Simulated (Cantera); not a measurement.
Charge: 1 mol Al(CH3)3, 1 mol N2O, 1.5 mol H2, held at 13.0 mbar.

Equilibrium computed with Cantera from the NASA thermochemical tables; the gas is ideal and each condensed phase is pure. Candidate condensed phases: Al, AlN, Al2O3, C, C6H6, C7H8, C8H18, H2O; 148 gas species. The feed counts by its element totals alone. Mutual solubility and eutectic melting of coexisting phases are not modelled. Condensed phases not in the tables: aluminium oxynitride. Equilibrium is a limit: real reactors are often held back by kinetics, nucleation or transport.

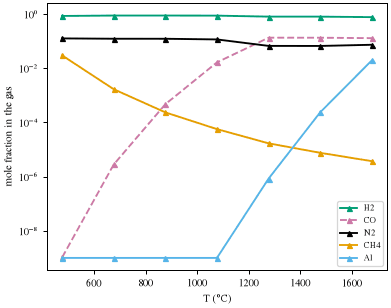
Fig. 1. Equilibrium gas composition (values under 1e-9 drawn at 1e-9)

From 477 °C to 1077 °C the condensed part is AlN(s) + Al2O3(s) + C(graphite). From 1277 °C to 1677 °C the condensed part is AlN(s) + C(graphite).
